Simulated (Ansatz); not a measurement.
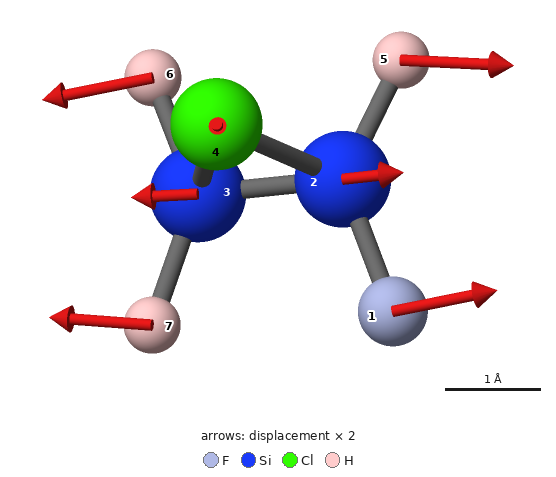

This is a relaxation of Si$_{2}$H$_{3}$ClF (charge +1). The starting structure is drawn; red arrows show the displacements, magnified 2 times. The two geometries are superimposed by the best rigid fit.

The picture is a ball-and-stick view, seen at a tilt.

It is one of the separated reactants of a reaction.

Computed with RKS PBE-D4/def2-SVP (Ansatz). Set-up: force threshold 0.03 eV/Å; at most 250 steps.

What happened in the run?

Answer. After 7 geometry steps the energy has fallen by 8.988 eV. The largest force component goes from 35 to 0.021 eV/Å. The largest move after the best rigid fit is that of H5, 0.63 Å. By element the largest moves are H 0.63 Å, F 0.58 Å, Si 0.36 Å, Cl 0.09 Å. Near-neighbour distances that change, for instance: Si2–Si3 1.592 → 2.290 Å, Si2–H5 1.416 → 1.488 Å, Si2–Cl4 2.214 → 2.275 Å, Si3–Cl4 2.229 → 2.282 Å. Among the angles between lasting bonds that change: F1–Si2–H5 134.0° → 113.7°, Si2–Cl4–Si3 42.0° → 60.3°, H6–Si3–H7 138.6° → 120.4°.
